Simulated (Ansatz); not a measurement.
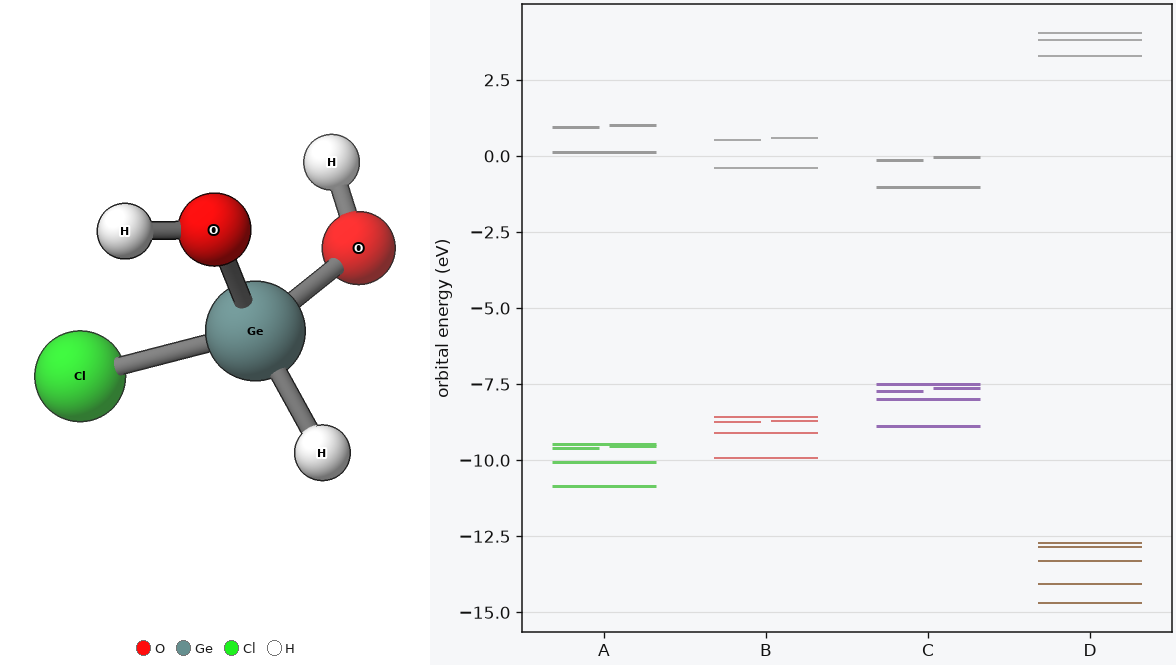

Frontier orbital energies of GeH₃O₂Cl, SMILES [OH][GeH]([OH])[Cl], singlet at one geometry, def2-TZVPP, the Ansatz code 0.2.0, at a PBE0-D4/def2-TZVP geometry (a minimum by its frequencies). Empty levels are grey, levels within 0.1 eV stand side by side; all columns show the same few orbitals around the gap.

**The columns come from HF, r2SCAN0, r2SCANh and revPBE. Which is which?**

A: r2SCAN0 (HOMO −9.48, LUMO 0.14, separation 9.62 eV)
B: r2SCANh (HOMO −8.59, LUMO −0.39, separation 8.20 eV)
C: revPBE (HOMO −7.49, LUMO −1.02, separation 6.46 eV)
D: HF (HOMO −12.73, LUMO 3.28, separation 16.01 eV)

Limits of at least one run: empty levels above zero depend strongly on the basis; no scalar relativity up to krypton.
